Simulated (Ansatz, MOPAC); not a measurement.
Potential energy curve for OLi (cation, charge +1), lowest singlet found (which spin is the ground state isn't settled by this scan).

RCCSD = Ansatz (a first-principles code) with CCSD on RHF/aug-cc-pVDZ, frozen core; PM7, restricted, heats of formation (MOPAC); FCI = Ansatz with full CI/aug-cc-pVDZ, frozen core.

Energies are in kJ/mol, each relative to the lowest point of its own curve between 1.69 and 2.60 Å, where full CI is lowest.

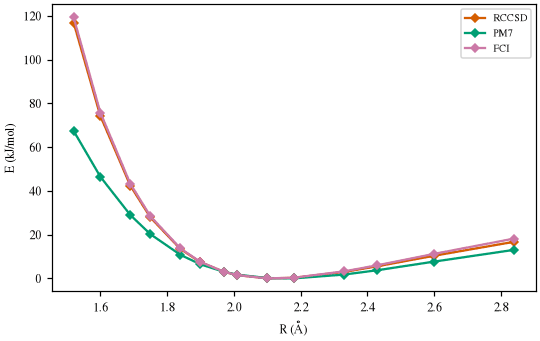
Fig. 1. Energy against bond length for each method.

| R / Å | RCCSD | PM7 | FCI |
|---|---|---|---|
| 1.52 | 116.9 | 67.4 | 119.3 |
| 1.60 | 74.3 | 46.5 | 75.8 |
| 1.69 | 42.3 | 28.9 | 43.2 |
| 1.75 | 27.9 | 20.2 | 28.4 |
| 1.84 | 13.4 | 10.7 | 13.7 |
| 1.90 | 7.4 | 6.4 | 7.5 |
| 1.97 | 3.0 | 3.0 | 3.0 |
| 2.01 | 1.5 | 1.7 | 1.5 |
| 2.10 | 0.0 | 0.1 | 0.0 |
| 2.18 | 0.2 | 0.0 | 0.3 |
| 2.33 | 2.9 | 1.7 | 3.2 |
| 2.43 | 5.5 | 3.7 | 6.0 |
| 2.60 | 10.4 | 7.7 | 11.2 |
| 2.84 | 16.7 | 13.0 | 18.2 |

At the longest distance, 2.84 Å, FCI lies highest above its minimum (18.2 kJ/mol) and PM7 lowest (13.0 kJ/mol).

The scan ran from 1.39 to 6.63 Å; beyond the distances shown full CI changes its symmetry label. The restricted form behind PM7 keeps the bonding electrons paired and can't separate into open-shell fragments. Also computed but left out beside FCI, since their determinant holds another spin at the minimum (<S²> over 0.7 above the pure value): UHF, UMP2, UCCSD, UCCSD(T), UKS-PBE0, UKS-B3LYP, UKS-PBE, UKS-B3LYP/6-31G*, UHF/STO-3G, UKS-B3LYP/LANL2DZ, UKS-LDA (SVWN5)/6-31G*.
